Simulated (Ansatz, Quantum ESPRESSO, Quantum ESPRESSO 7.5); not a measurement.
# Ballistic transmission: vacuum gap of 4.0 Å between two Pt(100) faces

Wanted: the transmission near the Fermi level and the conductance of this junction: vacuum gap of 4.0 Å between two Pt(100) faces.

Main program and level: Quantum ESPRESSO 7.5; plane-wave DFT, PBE, GBRV ultrasoft pseudopotentials (cross-check by Ansatz 0.2.0 with PAW datasets).

## (1) Starting point

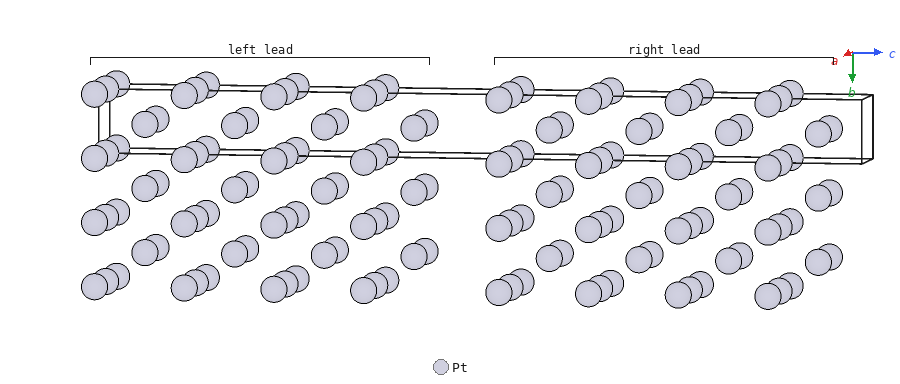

Start, viewed from the side, with the c axis across the page; platinum light grey. 2×3×1 cells are drawn. Some periodic images of atoms are drawn too.

The cell holds 16 atoms: 16 Pt. Cell: a = 2.807 Å, b = 2.807 Å, c = 33.775 Å, α = 90.0°, β = 90.0°, γ = 90.0°. It derives from Pt. Regions: left lead, 8 atoms (8 Pt); right lead, 8 atoms (8 Pt). The structure is stacked along c, and the current runs across the ab planes.

## (2) SCF with pw.x

One periodic cell holds a stretch of lead, the junction and more lead; the atoms stay as built.

The input, scf.in:

```
&control
  prefix = 'scf'
  outdir = './out'
  pseudo_dir = './pseudo'
  calculation = 'scf'
  tprnfor = .true.
/
&system
  ibrav = 0
  nat = 16
  ntyp = 1
  ecutwfc = 40
  ecutrho = 200
  occupations = 'smearing'
  smearing = 'mv'
  degauss = 0.01
/
&electrons
  conv_thr = 1e-07
  mixing_beta = 0.25
  electron_maxstep = 120
  mixing_mode = 'local-TF'
/
ATOMIC_SPECIES
  Pt  195.0840  pt_pbe_v1.4.uspp.F.UPF
CELL_PARAMETERS angstrom
  2.80721392131059 0.00000000000000 0.00000000000000
  0.00000000000000 2.80721392131059 0.00000000000000
  0.00000000000000 0.00000000000000 33.77500000000000
ATOMIC_POSITIONS crystal
  Pt  0.000000000000 0.000000000000 0.000000000000
  Pt  0.500000000000 0.500000000000 0.058771280533
  Pt  0.000000000000 0.000000000000 0.117542561066
  Pt  0.500000000000 0.500000000000 0.176313841599
  Pt  0.000000000000 0.000000000000 0.235085122132
  Pt  0.500000000000 0.500000000000 0.293856402665
  Pt  0.000000000000 0.000000000000 0.352627683198
  Pt  0.500000000000 0.500000000000 0.411398963731
  Pt  0.000000000000 0.000000000000 0.529829755736
  Pt  0.500000000000 0.500000000000 0.588601036269
  Pt  0.000000000000 0.000000000000 0.647372316802
  Pt  0.500000000000 0.500000000000 0.706143597335
  Pt  0.000000000000 0.000000000000 0.764914877868
  Pt  0.500000000000 0.500000000000 0.823686158401
  Pt  0.000000000000 0.000000000000 0.882457438934
  Pt  0.500000000000 0.500000000000 0.941228719467
K_POINTS automatic
  8 8 1 0 0 0
```

Started as:

```console
OMP_NUM_THREADS=1 mpirun -n 4 pw.x -nk 4 -in scf.in > scf.out
```

Output:

```text
Program PWSCF v.7.5 starts
[citation notice left out]

     Parallel version (MPI & OpenMP), running on       4 processor cores
     Number of MPI processes:                 4
     Threads/MPI process:                     1

     MPI processes distributed on     1 nodes
[...]
Current dimensions of program PWSCF are:
     Max number of different atomic species (ntypx) = 10
     Max number of k-points (npk) =  40000
     Max angular momentum in pseudopotentials (lmaxx) =  4
     Message from routine setup:
     using ibrav=0 with symmetry is DISCOURAGED, use correct ibrav instead

     K-points division:     npool     =       4
     Subspace diagonalization in iterative solution of the eigenvalue problem:
     a serial algorithm will be used

     G-vector sticks info
     --------------------
     sticks:   dense  smooth     PW     G-vecs:    dense   smooth      PW
     Sum         437     357    113                85515    61437   11081

     Using Slab Decomposition

     bravais-lattice index     =            0
     lattice parameter (alat)  =       5.3049  a.u.
     unit-cell volume          =    1796.1515 (a.u.)^3
     number of atoms/cell      =           16
     number of atomic types    =            1
     number of electrons       =       256.00
     number of Kohn-Sham states=          154
     kinetic-energy cutoff     =      40.0000  Ry
     charge density cutoff     =     200.0000  Ry
     scf convergence threshold =      1.0E-07
     mixing beta               =       0.2500
     number of iterations used =            8  local-TF  mixing
     Exchange-correlation=  SLA  PW   PBX  PBC
                           (   1   4   3   4   0   0   0)

     celldm(1)=   5.304865  celldm(2)=   0.000000  celldm(3)=   0.000000
     celldm(4)=   0.000000  celldm(5)=   0.000000  celldm(6)=   0.000000

     crystal axes: (cart. coord. in units of alat)
               a(1) = (   1.000000   0.000000   0.000000 )
               a(2) = (   0.000000   1.000000   0.000000 )
               a(3) = (   0.000000   0.000000  12.031502 )

     reciprocal axes: (cart. coord. in units 2 pi/alat)
               b(1) = (  1.000000  0.000000  0.000000 )
               b(2) = (  0.000000  1.000000  0.000000 )
               b(3) = (  0.000000  0.000000  0.083115 )

     PseudoPot. # 1 for Pt read from file:
     ./pseudo/pt_pbe_v1.4.uspp.F.UPF
     Pseudo is Ultrasoft + core correction, Zval = 16.0
     Generated by new atomic code, or converted to UPF format
     Using radial grid of  985 points,  6 beta functions with:
                l(1) =   0
                l(2) =   0
                l(3) =   1
                l(4) =   1
                l(5) =   2
                l(6) =   2
     Q(r) pseudized with  8 coefficients,  rinner =    1.300   1.300   1.300
                                                       1.300   1.300

     atomic species   valence    mass     pseudopotential
     Pt               16.00   195.08400     Pt( 1.00)

      8 Sym. Ops. (no inversion) found

   Cartesian axes

     site n.     atom                  positions (alat units)
         1        Pt     tau(   1) = (   0.0000000   0.0000000   0.0000000  )
         2        Pt     tau(   2) = (   0.5000000   0.5000000   0.7071068  )
         3        Pt     tau(   3) = (   0.0000000   0.0000000   1.4142136  )
         4        Pt     tau(   4) = (   0.5000000   0.5000000   2.1213203  )
         5        Pt     tau(   5) = (   0.0000000   0.0000000   2.8284271  )
         6        Pt     tau(   6) = (   0.5000000   0.5000000   3.5355339  )
         7        Pt     tau(   7) = (   0.0000000   0.0000000   4.2426407  )
         8        Pt     tau(   8) = (   0.5000000   0.5000000   4.9497475  )
         9        Pt     tau(   9) = (   0.0000000   0.0000000   6.3746478  )
        10        Pt     tau(  10) = (   0.5000000   0.5000000   7.0817546  )
        11        Pt     tau(  11) = (   0.0000000   0.0000000   7.7888613  )
        12        Pt     tau(  12) = (   0.5000000   0.5000000   8.4959681  )
        13        Pt     tau(  13) = (   0.0000000   0.0000000   9.2030749  )
        14        Pt     tau(  14) = (   0.5000000   0.5000000   9.9101817  )
        15        Pt     tau(  15) = (   0.0000000   0.0000000  10.6172885  )
        16        Pt     tau(  16) = (   0.5000000   0.5000000  11.3243953  )

     number of k points=    15  Marzari-Vanderbilt smearing, width (Ry)=  0.0100
                       cart. coord. in units 2pi/alat
        k(    1) = (   0.0000000   0.0000000   0.0000000), wk =   0.0312500
        k(    2) = (   0.0000000   0.1250000   0.0000000), wk =   0.1250000
        k(    3) = (   0.0000000   0.2500000   0.0000000), wk =   0.1250000
        k(    4) = (   0.0000000   0.3750000   0.0000000), wk =   0.1250000
        k(    5) = (   0.0000000  -0.5000000   0.0000000), wk =   0.0625000
        k(    6) = (   0.1250000   0.1250000   0.0000000), wk =   0.1250000
        k(    7) = (   0.1250000   0.2500000   0.0000000), wk =   0.2500000
        k(    8) = (   0.1250000   0.3750000   0.0000000), wk =   0.2500000
        k(    9) = (   0.1250000  -0.5000000   0.0000000), wk =   0.1250000
        k(   10) = (   0.2500000   0.2500000   0.0000000), wk =   0.1250000
[...]
k(   15) = (  -0.5000000  -0.5000000   0.0000000), wk =   0.0312500

     Dense  grid:    85515 G-vectors     FFT dimensions: (  24,  24, 288)

     Smooth grid:    61437 G-vectors     FFT dimensions: (  24,  24, 270)

     Estimated max dynamical RAM per process >     284.97 MB

     Estimated total dynamical RAM >       1.05 GB

     Initial potential from superposition of free atoms

     starting charge     247.9998, renormalised to     256.0000

     negative rho (up, down):  3.100E+00 0.000E+00
     Starting wfcs are  192 randomized atomic wfcs

     total cpu time spent up to now is        5.1 secs

     per-process dynamical memory:   165.8 Mb

     Self-consistent Calculation

     iteration #  1     ecut=    40.00 Ry     beta= 0.25
     Davidson diagonalization with overlap
     ethr =  1.00E-02,  avg # of iterations =  2.3

     negative rho (up, down):  2.954E+00 0.000E+00

     total cpu time spent up to now is       18.0 secs

     total energy              =   -3373.32452824 Ry
     estimated scf accuracy    <      26.86164297 Ry

     iteration #  2     ecut=    40.00 Ry     beta= 0.25
[...]
negative rho (up, down):  2.754E+00 0.000E+00

[...]
total energy              =   -3370.78971783 Ry
     estimated scf accuracy    <      10.84143179 Ry

[...]
-32.7050 -32.7026 -32.7013 -32.6954 -32.6912 -32.6892 -32.6820 -32.6811
   -32.6717 -32.6686 -32.2593 -32.2593 -32.1483 -32.1483 -32.0753 -32.0750
    11.5443  11.6406  11.7999  12.0247  12.2847  12.5801  12.8769  13.1884
    13.4540  13.6898  13.8322  13.9070  13.9246  13.9317  14.3237  14.3678
    14.6850  14.7470  14.8587  15.0259  15.2374  15.4741  15.6796  15.7165
    15.7436  15.8398  15.9004  15.9504  15.9785  16.0658  16.0748  16.1751
    16.1930  16.3081  16.3244  16.4653  16.4686  16.5680  16.5936  16.6111
    16.6133  16.6392  16.6486  16.6593  16.6651  16.6738  16.7378  16.7533
    16.7557  16.7557  16.8385  16.9191  16.9719  17.0583  17.1429  17.3413
    17.4712  17.5242  17.5544  17.7348  17.8263  17.9069  18.0678  18.1431
    18.3202  18.4044  18.4110  18.4845  18.5308  18.5425  18.5840  18.6229
    18.6615  18.6745  18.7134  18.8688  19.0597  19.2506  19.2571  19.4610
    19.4701  19.6553  19.7030  19.8117  19.8183  19.9100  19.9226  19.9773
    19.9831  20.4148  20.8268  22.0558  22.5221  23.9795  24.3582  25.4149
    25.8293  26.0398  26.1112  26.5184  26.9311  27.6461  28.2833  28.9151
    29.7442  30.0220

          k = 0.0000 0.3750 0.0000 (  7674 PWs)   bands (ev):

   -33.0495 -33.0484 -33.0439 -33.0412 -33.0307 -33.0286 -33.0008 -32.9984
   -32.9743 -32.9692 -32.9419 -32.9413 -32.9185 -32.9042 -32.8900 -32.8705
   -32.8510 -32.8275 -32.8057 -32.7850 -32.7718 -32.7718 -32.7713 -32.7677
   -32.7539 -32.7526 -32.7479 -32.7402 -32.7388 -32.7335 -32.7286 -32.7238
   -32.7234 -32.7169 -32.7147 -32.7146 -32.7063 -32.6992 -32.6868 -32.6858
   -32.6818 -32.6818 -32.3305 -32.3305 -32.1432 -32.1432 -32.0700 -32.0699
    12.8087  12.8136  12.8553  12.8746  12.9287  12.9623  13.0090  13.1238
    13.2852  13.4744  13.6863  13.9192  14.1496  14.3593  14.5758  14.6105
    15.3829  15.3873  15.4394  15.4750  15.5505  15.6931  15.7069  15.8636
    16.0046  16.0249  16.1180  16.1723  16.2657  16.3219  16.3391  16.3501
    16.3510  16.3677  16.3838  16.4030  16.4210  16.4235  16.4258  16.4549
    16.5491  16.5513  16.6280  16.7138  16.7326  16.7365  16.8131  16.8685
    16.9538  16.9598  17.0840  17.1151  17.2033  17.2092  17.4293  17.4638
    17.4713  17.4779  17.7023  17.7225  17.7277  17.7304  17.9360  18.1660
    18.3225  18.4318  18.4351  18.7183  18.9887  19.0521  19.2557  19.2668
    19.2693  19.3693  19.4762  19.4928  19.5096  19.6315  19.6639  19.6997
    19.7415  19.7686  19.7971  19.8214  19.8251  19.8702  19.8725  19.8826
    20.1954  21.2321  21.7777  23.0040  23.3971  23.4613  23.5714  23.7964
    24.6149  24.6362  25.5369  25.5699  26.1318  26.2205  26.7689  26.9844
    27.9334  27.9976

          k = 0.0000-0.5000 0.0000 (  7650 PWs)   bands (ev):

   -33.0732 -33.0732 -33.0660 -33.0660 -33.0530 -33.0530 -33.0232 -33.0232
   -32.9945 -32.9945 -32.9687 -32.9687 -32.9470 -32.9470 -32.8513 -32.8513
   -32.8279 -32.8279 -32.8071 -32.8071 -32.7864 -32.7864 -32.7649 -32.7649
   -32.7595 -32.7595 -32.7363 -32.7363 -32.7343 -32.7343 -32.7250 -32.7250
   -32.7209 -32.7209 -32.7151 -32.7151 -32.7073 -32.7073 -32.7046 -32.7046
   -32.6818 -32.6818 -32.3593 -32.3593 -32.1410 -32.1410 -32.0679 -32.0679
    12.8979  12.8979  12.9867  12.9867  13.1357  13.1357  13.3524  13.3524
    13.6072  13.6072  13.8920  13.8920  14.1558  14.1558  14.6542  14.6542
    15.5768  15.5768  15.7740  15.7740  15.8621  15.8621  15.8718  15.8718
    15.9755  15.9755  16.0191  16.0191  16.1160  16.1160  16.1366  16.1366
    16.1828  16.1828  16.2141  16.2141  16.2896  16.2896  16.4164  16.4164
    16.4341  16.4341  16.6023  16.6023  16.7044  16.7044  16.8229  16.8229
    17.0638  17.0638  17.1772  17.1772  17.2945  17.2945  17.6452  17.6452
    17.6522  17.6522  18.3068  18.3068  18.3091  18.3091  18.5753  18.5753
    18.8426  18.8426  18.8726  18.8726  19.1706  19.1706  19.4272  19.4272
    19.6150  19.6150  19.6284  19.6284  19.7643  19.7643  19.8368  19.8368
    19.9739  19.9739  20.5946  20.5947  20.9124  20.9124  21.2768  21.2768
    21.4068  21.4068  21.5620  21.5620  21.5789  21.5789  21.6493  21.6493
    24.0562  24.0562  25.5158  25.5158  25.8265  25.8265  26.4690  26.4690
    27.0503  27.0503

          k = 0.1250 0.1250 0.0000 (  7745 PWs)   bands (ev):

   -33.0256 -33.0249 -33.0139 -32.9901 -32.9726 -32.9513 -32.9243 -32.8963
   -32.8673 -32.8541 -32.8538 -32.8400 -32.8365 -32.8208 -32.8145 -32.8130
   -32.8054 -32.8048 -32.8016 -32.7897 -32.7795 -32.7757 -32.7704 -32.7609
   -32.7507 -32.7499 -32.7416 -32.7335 -32.7301 -32.7201 -32.7188 -32.7140
   -32.7073 -32.7067 -32.7013 -32.6972 -32.6845 -32.6839 -32.6801 -32.6788
   -32.6760 -32.6732 -32.1845 -32.1845 -32.1837 -32.1837 -32.0787 -32.0784
    10.8449  10.9780  11.1980  11.5124  11.8796  12.3143  12.7520  13.2290
    13.6065  13.7105  13.7766  13.8409  13.9275  13.9533  14.0907  14.1386
    14.2218  14.3467  14.3893  14.4325  14.4956  14.6621  14.8424  15.0325
    15.2217  15.4027  15.5602  15.6822  15.7447  15.7625  15.7646  16.1699
    16.1949  16.3173  16.3932  16.5694  16.5758  16.5867  16.5890  16.6487
    16.6493  16.6521  16.6644  16.6846  16.6851  16.7295  16.7700  16.9266
    16.9334  17.1682  17.3342  17.4496  17.5933  17.6224  17.6428  17.7004
    17.7073  17.7699  17.7774  17.7805  17.8421  17.9763  18.0152  18.0326
    18.0739  18.1314  18.4622  18.4732  18.4915  18.5023  18.5176  18.5961
    18.7181  18.8715  18.8933  18.9334  19.0375  19.0458  19.1137  19.1715
    19.2814  19.3311  19.3430  19.6131  19.7104  19.8250  19.9011  20.0975
    20.2291  20.3730  20.6011  21.3924  21.7120  22.8878  23.1065  24.3326
    24.6623  27.6802  28.0918  29.2496  29.6472  30.4397  30.7431  30.7789
    31.1436  31.1716

[...]
the Fermi energy is    19.8010 ev

!    total energy              =   -3370.98084981 Ry
     estimated scf accuracy    <       0.00000009 Ry
     smearing contrib. (-TS)   =      -0.00007314 Ry
     internal energy E=F+TS    =   -3370.98077666 Ry

     The total energy is F=E-TS. E is the sum of the following terms:
     one-electron contribution =   -1518.14594001 Ry
     hartree contribution      =     968.39003133 Ry
     xc contribution           =    -909.99765301 Ry
     ewald contribution        =   -1911.22721496 Ry

     convergence has been achieved in  15 iterations

     negative rho (up, down):  2.888E+00 0.000E+00

     Forces acting on atoms (cartesian axes, Ry/au):

     atom    1 type  1   force =     0.00000000    0.00000000    0.00106928
     atom    2 type  1   force =     0.00000000    0.00000000   -0.00148539
     atom    3 type  1   force =     0.00000000    0.00000000    0.00061892
     atom    4 type  1   force =     0.00000000    0.00000000   -0.00114200
     atom    5 type  1   force =     0.00000000    0.00000000    0.00205537
     atom    6 type  1   force =     0.00000000    0.00000000    0.00138887
     atom    7 type  1   force =     0.00000000    0.00000000    0.01257622
     atom    8 type  1   force =     0.00000000    0.00000000   -0.00925486
     atom    9 type  1   force =     0.00000000    0.00000000    0.00925764
     atom   10 type  1   force =     0.00000000    0.00000000   -0.01257584
     atom   11 type  1   force =     0.00000000    0.00000000   -0.00138871
     atom   12 type  1   force =     0.00000000    0.00000000   -0.00205183
     atom   13 type  1   force =     0.00000000    0.00000000    0.00113729
     atom   14 type  1   force =     0.00000000    0.00000000   -0.00061844
     atom   15 type  1   force =     0.00000000    0.00000000    0.00147992
     atom   16 type  1   force =     0.00000000    0.00000000   -0.00106645

     Total force =     0.022583     Total SCF correction =     0.002253

[...]
=------------------------------------------------------------------------------=
   JOB DONE.
=------------------------------------------------------------------------------=
```

Wall time 2.9 min (4 MPI ranks of Arm Neoverse V2, shared host); peak memory 1.3 GiB; 11 min of CPU time.

This step gave:

| Item | Value |
| --- | --- |
| free energy | -45864.5310 eV |
| Fermi energy | 19.80 eV |

The program's own clock; routines nest. Time by routine:

| routine | wall time (s) | calls |
| --- | --- | --- |
| PWSCF | 170.5 | 1 |
| electrons | 163.2 | 1 |
| c_bands | 141.5 | 15 |
| cegterg | 131.9 | 60 |
| h_psi | 72.66 | 170 |
| fftw | 48.33 | 49186 |
| vloc_psi | 43.38 | 170 |
| calbec | 22.62 | 246 |
| sum_band | 18.53 | 15 |
| add_vuspsi | 14.27 | 170 |
| s_psi | 14.26 | 170 |
| h_psi:calbec | 14.25 | 170 |
| init_run | 5.05 | 1 |
| cdiaghg | 4.75 | 166 |

The run needed 15 iterations to bring the estimated error under 1e-07 Ry; the largest force on any atom, held or free, is 0.32 eV/Å.

(Part 1 of 4 ends here.)

[Logs are printed without paths, hosts, clocks, repeated set-up lines and the standing remarks that a program may print on its own settings, such as how far it seeks lower states.]

[Hosts, paths, dates, database ids (printed as entryN), source tags and the programs' standing remarks are cut or masked in the printed files.]

[Maps of the electrostatic potential energy from Ansatz leave out the sawtooth potential of an applied field or a dipole correction, so their vacuum need not be flat; planar profiles and work functions include it.]
